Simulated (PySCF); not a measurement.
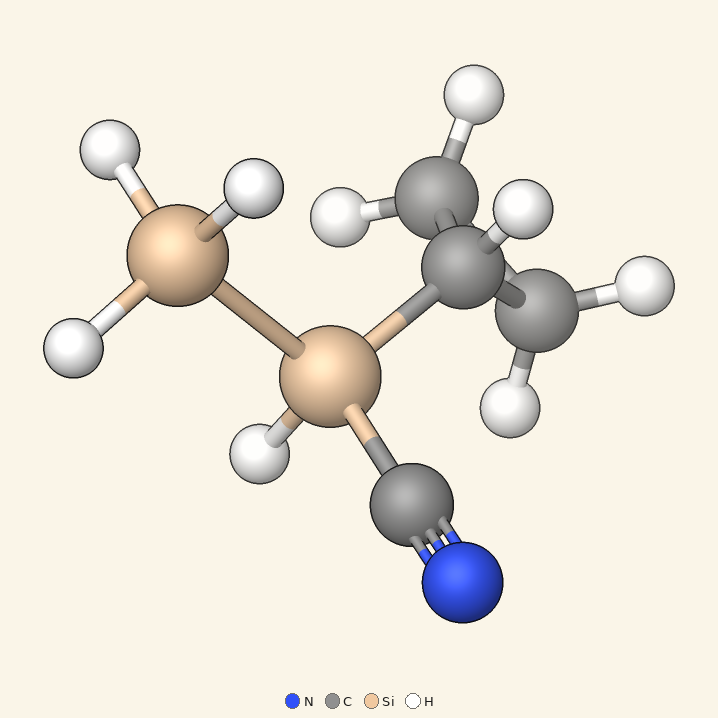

The computed structure is the end point of a PBE0-D3(BJ)/def2-SVP optimisation. No frequency run is at hand to confirm it as a minimum.

Draw it as a skeletal formula.

SMILES: N#C[Si@@H]([SiH3])C1CC1

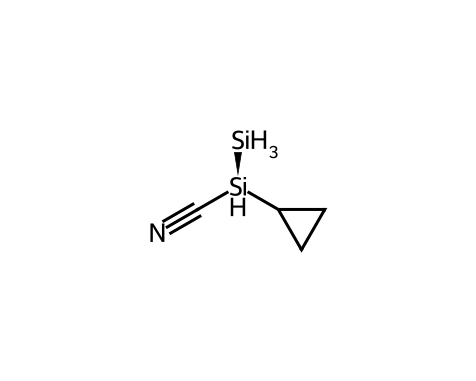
